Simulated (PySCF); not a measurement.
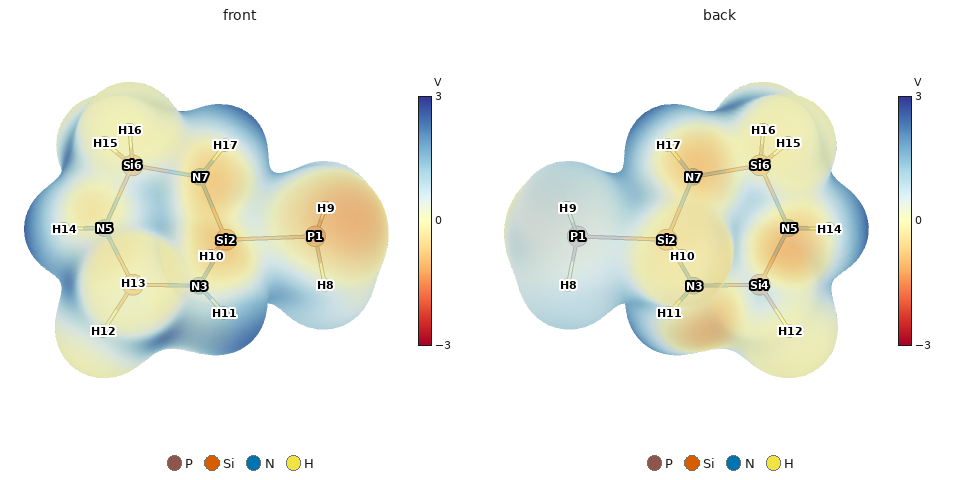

The picture shows: H₁₀N₃PSi₃ (SMILES P[SiH]1N[SiH2]N[SiH2]N1). The molecular electrostatic potential painted on the density surface at 0.004 e/bohr³, seen from the front and from behind; the colour scale runs from red (negative) to blue (positive).

Geometry: GFN2-xTB.

Theory: PBE0/pcSseg-1, SCF density, gas phase, non-relativistic (PySCF 2.14.0).

```yaml
atoms:
  - { symbol: P, position_ang: [2.9406, -0.7091, 1.1328] }
  - { symbol: Si, position_ang: [1.1508, -0.3421, -0.1643] }
  - { symbol: N, position_ang: [-0.1018, -1.4069, 0.3519] }
  - { symbol: Si, position_ang: [-1.7859, -1.1089, 0.1141] }
  - { symbol: N, position_ang: [-1.8913, 0.4543, -0.6120] }
  - { symbol: Si, position_ang: [-0.9350, 1.8602, -0.3113] }
  - { symbol: N, position_ang: [0.6447, 1.2857, 0.0804] }
  - { symbol: H, position_ang: [3.2736, -1.8887, 0.4990] }
  - { symbol: H, position_ang: [3.7923, 0.0240, 0.3317] }
  - { symbol: H, position_ang: [1.3963, -0.5539, -1.6032] }
  - { symbol: H, position_ang: [0.1414, -2.2129, 0.9007] }
  - { symbol: H, position_ang: [-2.3525, -2.0558, -0.8529] }
  - { symbol: H, position_ang: [-2.4549, -1.1849, 1.4201] }
  - { symbol: H, position_ang: [-2.7563, 0.6341, -1.0919] }
  - { symbol: H, position_ang: [-0.9238, 2.6271, -1.5627] }
  - { symbol: H, position_ang: [-1.4130, 2.6590, 0.8247] }
  - { symbol: H, position_ang: [1.2679, 1.9309, 0.5331] }
```

**Where is the surface potential most negative and most positive?**

The most negative region (about −1.1 V) lies over P1, the most positive (about +2.4 V) over Si4, H11, H14 and H17.

**How polar is the molecule by this calculation?**

Its dipole moment is 0.57 D.
